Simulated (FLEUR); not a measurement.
Band structure of LaAg (Pm-3m, 2 atoms in the cell).

```
CELL_PARAMETERS angstrom
      3.76000     0.00000     0.00000
      0.00000     3.76000     0.00000
      0.00000     0.00000     3.76000
ATOMIC_POSITIONS crystal
  Ag 0.00000 0.00000 0.00000
  La 0.50000 0.50000 0.50000
```

Level of theory: FLEUR with PBEsol, all-electron FLAPW (FLEUR), scalar-relativistic valence with spin-orbit coupling in second variation.

Settings: Kmax = 3.8 1/bohr; GmaxXC = 11.4 1/bohr; xcFunctional = PBEs; jspins = 1; l_soc = T; mode = hist; fermiSmearingEnergy = 0.00367493 Htr; mesh (inpgen div1-3) = 9 9 9; inpgen gamma flag = false; Gmax = 11.4 1/bohr; numbands = 0; maxIterBroyd = 99; imix = Anderson; alpha = 0.05.

The starting cell comes from a database of published, mostly measured structures (it also holds non-ambient and calculated ones), without a prior relaxation at this level. Values depend on the basis (sphere radii, cutoffs, local orbitals), which need not be converged.

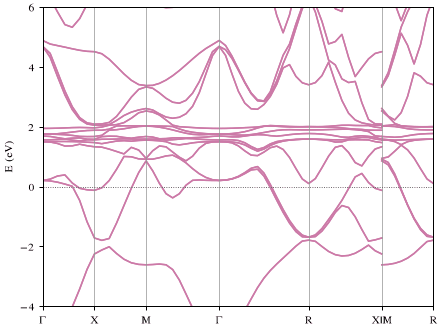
Bands along the path, energies from the Fermi level.

Levels in eV from the Fermi level, bands 25 to 32:
```csv
point,25,26,27,28,29,30,31,32
Γ,-4.43,-4.43,0.21,0.21,0.21,0.21,1.50,1.50
X,-2.25,-2.25,-1.72,-1.72,-0.12,-0.12,1.33,1.33
M,-2.61,-2.61,0.86,0.86,0.92,0.92,0.94,0.94
R,-1.79,-1.79,-1.69,-1.69,-1.69,-1.69,0.10,0.10
```
